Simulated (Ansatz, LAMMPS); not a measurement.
# Settings and their price: amorphous Si0.85C0.15 (202 atoms)

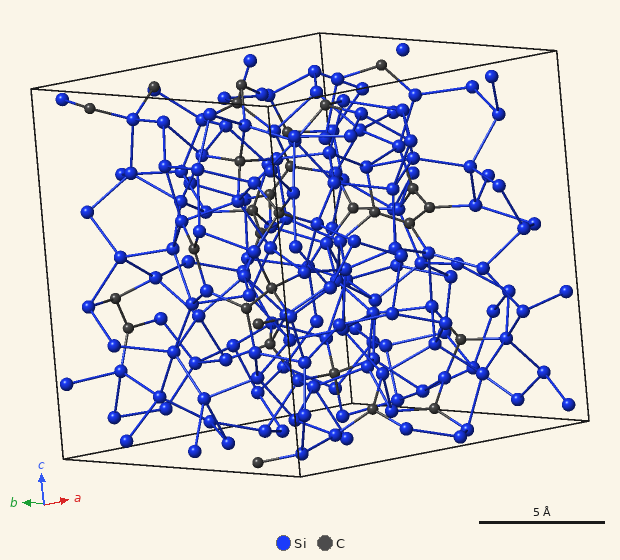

The cell (silicon blue, carbon dark grey). Bonds to atoms that aren't drawn are left out. Some periodic images of atoms are drawn too.

Density of this cell: 2.54 g/cm³. The cell holds 202 atoms: 172 Si and 30 C. Cell: a = 15.022 Å, b = 15.022 Å, c = 15.022 Å, α = 90.0°, β = 90.0°, γ = 90.0°. 202 atoms (172 Si, 30 C) placed at random at 2.54 g/cm³, melted at 4500 K for 10 ps at fixed volume with the Tersoff potential (Tersoff, Phys. Rev. B 39, 5566 (1989)). Quenched from 4500 K to 300 K at 20 K/ps and fixed volume, held 5 ps, then minimised at fixed cell.

Geometry: as built.

Reference run: Kohn-Sham DFT, PBE, PAW (set soft_2), plane waves (Ansatz 0.2.0), cutoff 420 eV, Γ point, fermi-dirac smearing of 0.05 eV.

* r.m.s. force component: 0.3841 eV/Å
* pressure: 2.172 GPa
* spacing of highest filled and lowest empty level: 0.0385 eV
* SCF cycles: 9
* time: 1.7 min on 4 threads of Arm Neoverse V2, shared host

Q: Estimate how much each variant changes the results, and its time and memory.
- support functions medium
- support functions low
- support functions medium, radius 3.77 Å
- support functions medium, radius 4.08 Å

Each row is set against the plane-wave reference (Kohn-Sham DFT, PBE, PAW (set soft_2), plane waves; r.m.s. force component 0.384 eV/Å). Energies are set beside the reference only for runs with its functional, potentials and electron count. Times are for 4 threads of Arm Neoverse V2, shared host. The reference's time includes the DOS, the stress and grids, which some other runs skip.

```
                                    run  Δ force, r.m.s. (meV/Å)  share of r.m.s. force (%)  Δ energy (meV/atom)  cycles     time  host memory (GiB)
                              reference                        -                          -                    -       9  1.7 min                4.9
               support functions medium                    0.383                     0.0996               -0.688      13  2.7 min                5.5
                  support functions low                    0.418                      0.109               -0.688      11  2.4 min                5.5
support functions medium, radius 3.77 Å                    0.472                      0.123               -0.691      13  2.5 min                5.4
support functions medium, radius 4.08 Å                    0.265                      0.069               -0.687      13  2.9 min                5.8
```

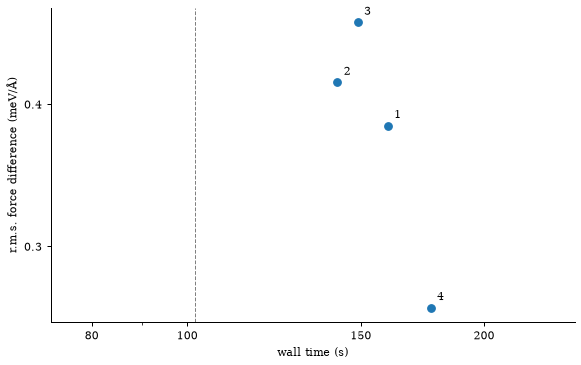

Force difference from the reference against wall time; the dashed line marks the reference's time. Points: 1 support functions medium; 2 support functions low; 3 support functions medium, radius 3.77 Å; 4 support functions medium, radius 4.08 Å.

Among numerical settings the force difference runs from 0.27 meV/Å (support functions medium, radius 4.08 Å) to 0.47 meV/Å (support functions medium, radius 3.77 Å). At 202 atoms the fastest of the runs at a preset level, support functions low, takes roughly 1.4 times the time of plane waves (whose run also made extra analyses, so the like-for-like ratio is larger), in 11 SCF cycles against 9. Differences between support functions and plane waves include what basis error the plane-wave run still has. 

[Logs are printed without paths, hosts, clocks, repeated set-up lines and the standing remarks that a program may print on its own settings, such as how far it seeks lower states.]

[Hosts, paths, dates, database ids (printed as entryN), source tags and the programs' standing remarks are cut or masked in the printed files.]
